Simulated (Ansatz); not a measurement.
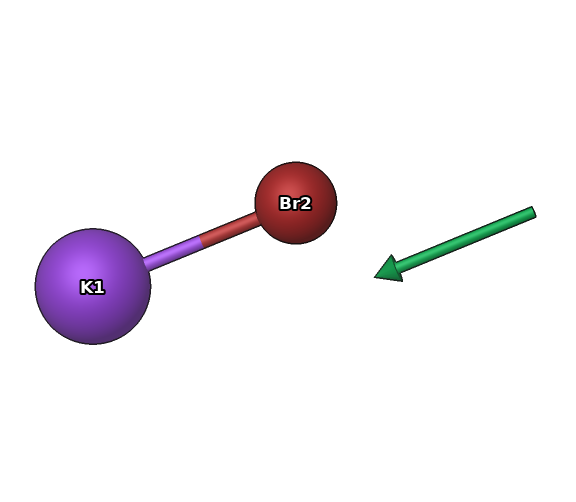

The arrow beside the molecule shows the direction of the dipole moment, from the negative to the positive end (its length means nothing). The computed structure is the end point of a PBE-D4/def2-SVP optimisation. No frequency run is at hand to confirm it as a minimum. Properties computed with RKS PBE-D4/def2-SVP (Ansatz 0.2.0).

> How large is the dipole moment?

9.79 D; it points from the side of Br2 to the side of K1 (the outermost atoms at the two ends).
